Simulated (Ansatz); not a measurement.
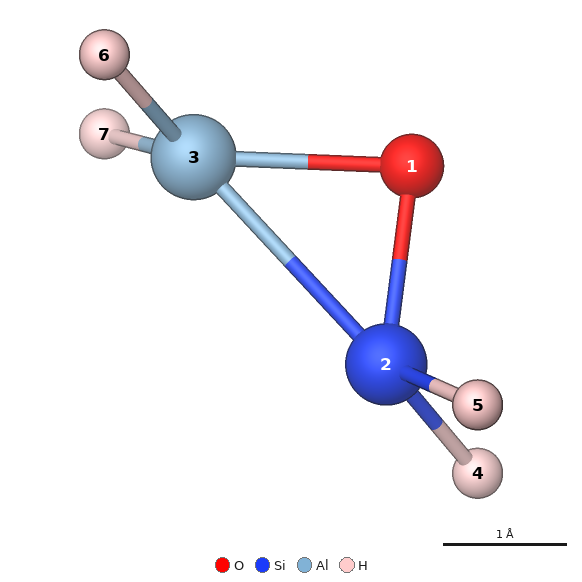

Orthographic view. Distant atoms are faded towards the background colour. The species has charge −1 and is a spin singlet. The geometry was computed by an optimisation with PBE0-D4/def2-TZVPD. No frequency run is at hand to confirm it as a minimum.

Give the geometry as a Z-matrix, atoms in numerical order, with these reference atoms: 2 to 1; 3 to 1, 2; 4 to 2, 1, 3; 5 to 2, 4, 1; 6 to 3, 1, 2; 7 to 3, 6, 1.

```
O  
Si   1   1.685
Al   1   1.787   2    85.3
H    2   1.520   1   110.5   3   125.1
H    2   1.520   4   100.0   1  -116.4
H    3   1.620   1   117.6   2   110.3
H    3   1.620   6   112.3   1  -141.4
```
